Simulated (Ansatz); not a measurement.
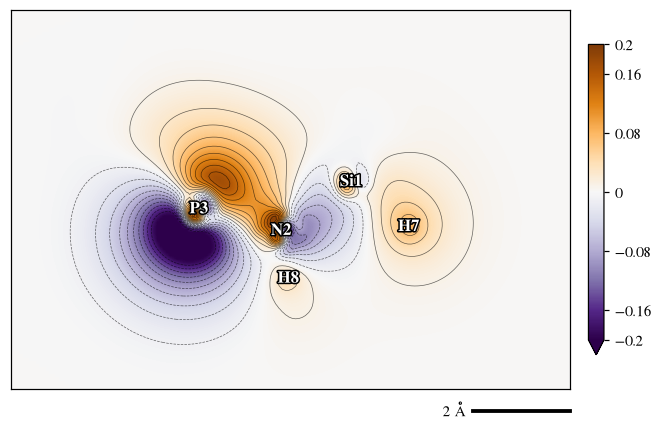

H8NPSi2. The HOMO on the plane of atoms N2, Si1 and H7 (values in Å⁻³ᐟ²; the overall sign is arbitrary).

Theory: Ansatz, RKS BLYP/def2-SVP.

Input

```
crystal:
  periodic: [false, false, false]
  atoms:
    - { symbol: Si, position_ang: [-0.2968, 2.1984, 0.1623] }
    - { symbol: "N", position_ang: [-0.5976, 0.5634, 0.0086] }
    - { symbol: P, position_ang: [0.6966, -0.3613, 0.5453] }
    - { symbol: Si, position_ang: [0.3456, -2.4027, -0.2334] }
    - { symbol: H, position_ang: [-0.2201, 2.5837, 1.5683] }
    - { symbol: H, position_ang: [0.8589, 2.6581, -0.6191] }
    - { symbol: H, position_ang: [-1.5216, 2.9087, -0.3964] }
    - { symbol: H, position_ang: [-1.4115, 0.3509, 0.5034] }
    - { symbol: H, position_ang: [1.6945, -0.0035, -0.383] }
    - { symbol: H, position_ang: [1.4284, -3.301, 0.0776] }
    - { symbol: H, position_ang: [-0.9556, -2.9183, 0.4779] }
    - { symbol: H, position_ang: [0.0563, -2.3315, -1.6774] }
basis:
  gaussian: { orbitals: def2-SVP }
hamiltonian:
  xc: blyp
relax:
  f_tol: 0.02
  max_steps: 50
output:
  orbitals: {}
```

Command:

```sh
ansatz run input.yaml --threads 2 --pin off --max-ram 3072MiB --backend cpu --events-out ev --progress --plain --runs-dir out
```

The fields are those of the relaxed geometry.

**What is the character of this orbital?**

It lies mainly on N2 (about 35 %), P3 (about 35 %) and Si4 (about 15 %). Its energy is −5.36 eV.
